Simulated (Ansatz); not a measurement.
A series of calculations on CH6Sn

Part 1: Relaxation

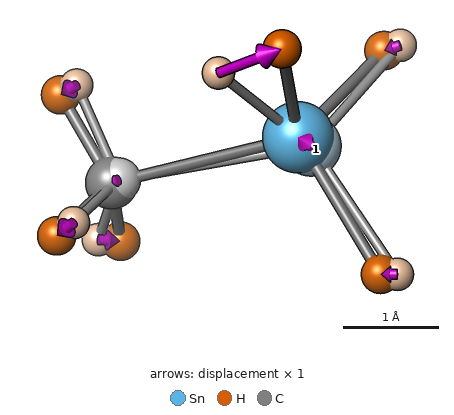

A relaxation of CH6Sn. The starting structure is drawn faded, the final one solid; purple arrows show the displacements, at their true length. The two geometries are superimposed by the best rigid fit.

A ball-and-stick model, seen at a tilt.

The run prepares an end point of a later path (reaction) calculation, from a guessed geometry.

These are results of Ansatz, RKS B3LYP/def2-SVP, not measurements. Set-up: no spin polarisation; force threshold 0.03 eV/Å; at most 50 steps.

Q: What happened in the run?

A: The atom that moves furthest after the best rigid fit is an H atom (0.81 Å). Largest moves by element: H 0.81 Å, Sn 0.21 Å, C 0.09 Å. Some distances before and after: C–Sn 2.144 → 2.171 Å, H–Sn 1.714 → 1.723 Å, C–H 1.103 → 1.099 Å. Among the angles between lasting bonds that change: H–Sn–C 74.6° → 109.6°, Sn–C–H 120.2° → 110.2°, C–Sn–H 117.5° → 110.4°. Over 5 accepted moves (6 points after the start) the energy falls by 0.652 eV. Largest force component: 1.3 eV/Å at the start, 0.01 eV/Å at the end. The line search rejected the trial step at point 5 of the run. The run took 11 s on 2 threads of Arm Neoverse V1, with other jobs on the host, peak memory 0.13 GiB.

Part 2: Relaxation

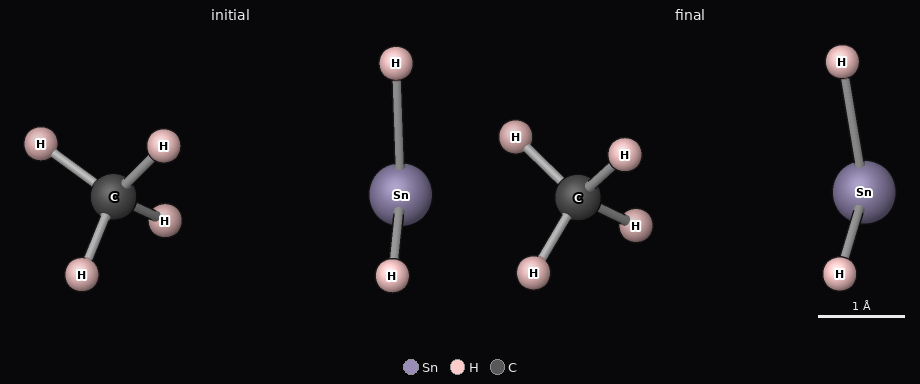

The structure of CH₆Sn before (left) and after (right) a relaxation, at one scale.

The picture is a ball-and-stick view, seen at a tilt.

The run prepares an end point of a later path (reaction) calculation, from a guessed geometry.

All numbers below come from RKS B3LYP/def2-SVP in Ansatz 0.2.0. Set-up: no spin polarisation; force threshold 0.03 eV/Å; at most 50 steps.

Summarise the run.

Answer. The energy falls by 0.34 kcal/mol in 5 geometry steps. The largest force component goes from 0.13 to 0.016 eV/Å. An H atom moves most after the best rigid fit: 0.19 Å. By element the largest moves are H 0.19 Å, Sn 0.09 Å, C 0.07 Å.

Limits of the set-up: the start holds two separate molecules, 2.9 Å apart at their closest, whose relative position is a soft coordinate and is computed without a dispersion correction.

Part 3: Path

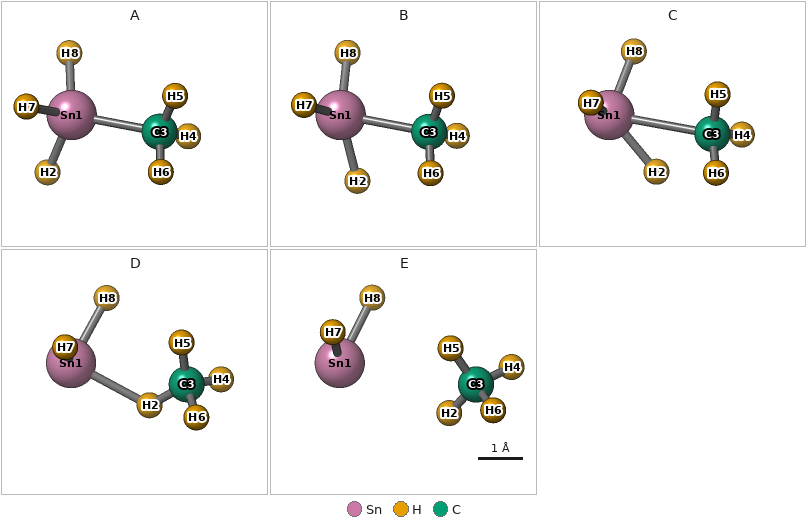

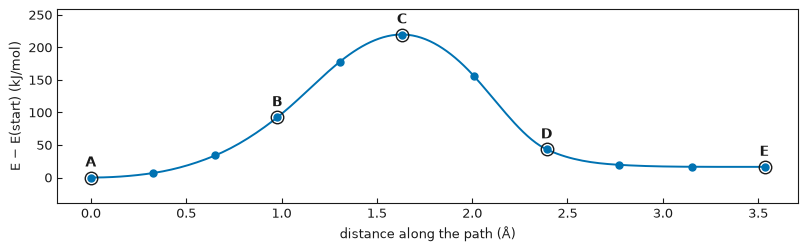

NEB run on CH6Sn. Images are numbered from 0 (start) to 10 (end). Frames A to E are images 0, 3, 5, 7, 10. Style: ball-and-stick. Shown from a free direction.

Computed with Ansatz, RKS B3LYP/def2-SVP. Run with 9 movable images; climbing image; force threshold 0.05 eV/Å; iteration limit 60; starting path through a guess of the saddle point.

Describe the mechanism and the energy profile.

Answer. Breaking: Sn1–C3 (2.17 → 2.54 at the top → 3.34 Å), Sn1–H2 (1.72 → 1.72 at the top → 2.81 Å). Forming: H2–C3 (3.19 → 1.84 at the top → 1.10 Å). The highest point, image 5, lies 219.8 kJ/mol above the start and 203.4 kJ/mol above the end; the end is at +16.5 kJ/mol relative to the start. The band converged in 23 iterations. The largest component of the band force went from 3.5 to 0.032 eV/Å. The climbing image converged on the top of the path. Its vibrational analysis gives one imaginary mode (1081i cm⁻¹), as a transition state must have.
